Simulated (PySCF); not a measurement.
SMILES C=O (CH₂O), PBE0/def2-SVP optimised geometry. Atoms within 1.6 Å of the plane z = 1.0 Å (x, y, z in Å): C1 (-0.24, 0.00, 0.00), O2 (-0.88, -1.01, 0.00), H3 (0.88, 0.00, 0.00), H4 (-0.71, 1.01, 0.00).

Level of theory: PBE0/def2-TZVP (PySCF).

Map of the electrostatic potential (hartree/e), clipped to [-0.08, 0.12] on the plane z = 1.0 Å:

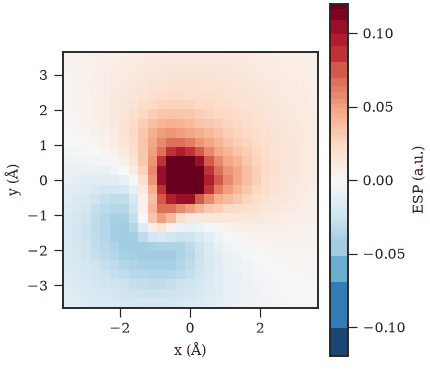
Figure. Electrostatic potential (hartree/e), clipped to [-0.08, 0.12] on the plane z = 1.0 Å.
